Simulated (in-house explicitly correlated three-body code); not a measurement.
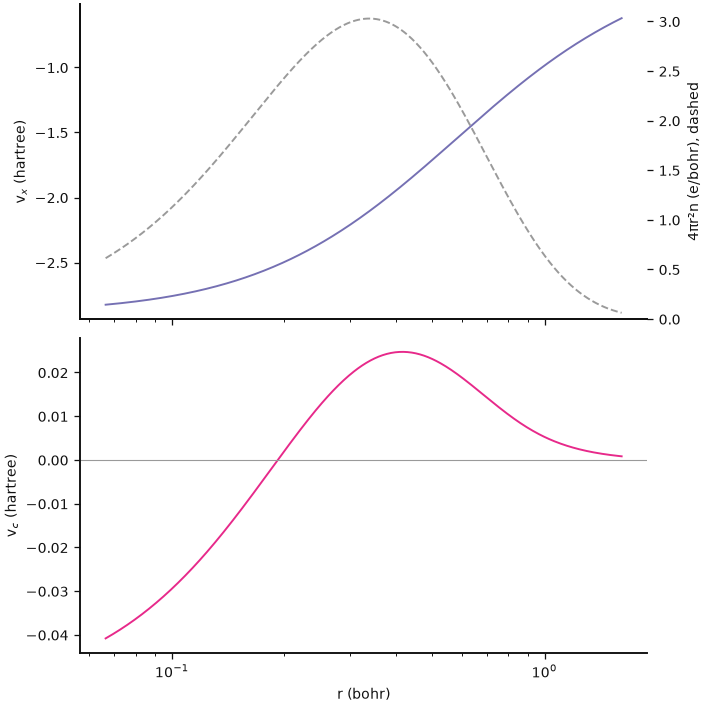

Two electrons around a point charge Z = 3.2. Computed variationally in 260 exponentially correlated functions with an in-house code, non-relativistic, converged to about 10⁻⁷ hartree. The plot shows the exact exchange and correlation potentials of the ground state, from inverting its density, with the radial density dashed.

Describe the exact correlation potential.

Answer. The exchange potential, minus half the Hartree potential for two paired electrons, rises from −2.82 hartree at 0.066 bohr to −0.62 at 1.6 bohr, tending to −1/r far out. The correlation potential is −0.041 hartree at the inner end, crosses zero near 0.19 bohr and has a positive maximum of 0.025 hartree near 0.42 bohr; the density peaks at 0.34 bohr. The LDA correlation potential, by contrast, is negative everywhere. The Kohn-Sham level equals minus the binding of the second electron, −89.1 eV.
